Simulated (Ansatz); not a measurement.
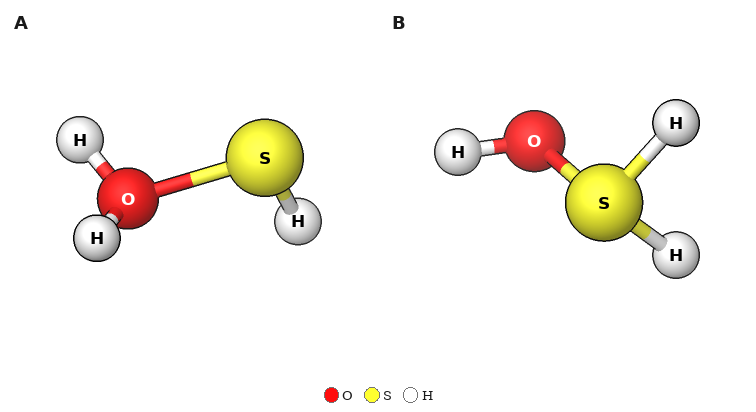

2 stationary structures of one formula. Charge +1, singlet. Geometries: PBE-D4/def2-SVP. Electronic energies: PBE-D4/def2-SVP (Ansatz 0.2.0), without zero-point energy. No frequency run is at hand to confirm each as a minimum.

> Which structure is the most stable?

B is lowest (Cs); A lies 0.128 eV above it (Cs).
